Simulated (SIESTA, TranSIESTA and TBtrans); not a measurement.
Junction: Pt chain with one Cu atom in place of Pt. Leads: straight Pt chain, spacing 2.28 Å. Geometry: 3 atoms about the centre moved by SIESTA (PBE, DZP) to a largest force of 0.03 eV/Å, all others as built, motion along the axis alone.

Computed with TranSIESTA and TBtrans, PBE, DZP numerical orbitals (energy shift 0.15 eV), PseudoDojo norm-conserving scalar-relativistic potentials, mesh cutoff 200 Ry, 300 K, spin-polarised (collinear), no spin-orbit coupling; self-consistent non-equilibrium Green functions.

Energies count from the leads' Fermi level. Transmissions are for each spin. The energy step is 0.01 eV; narrower resonances are cut or missed.

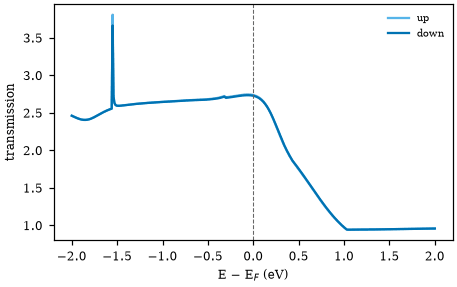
Figure: Transmission against energy

```tsv
E (eV)	T up	T down	lead channels up	down
-2.00	2.46	2.46	4	4
-1.80	2.42	2.42	4	4
-1.60	2.54	2.54	4	4
-1.40	2.61	2.61	6	6
-1.20	2.63	2.63	6	6
-1.00	2.65	2.65	6	6
-0.80	2.66	2.66	6	6
-0.60	2.68	2.67	6	6
-0.40	2.70	2.69	6	6
-0.20	2.73	2.72	4	4
0.00	2.74	2.73	4	4
0.20	2.47	2.48	4	4
0.40	1.93	1.93	4	4
0.60	1.58	1.59	3	3
0.80	1.24	1.24	3	3
1.00	0.97	0.98	3	3
1.20	0.94	0.94	1	1
1.40	0.95	0.95	1	1
1.60	0.95	0.95	1	1
1.80	0.96	0.96	1	1
2.00	0.96	0.96	1	1
```

A magnetic start was tried, and the separate lead runs end without a moment. The straight chain is held at its spacing; free chains may zigzag or dimerise. Spin-orbit coupling, left out here, matters for the heavy atoms.
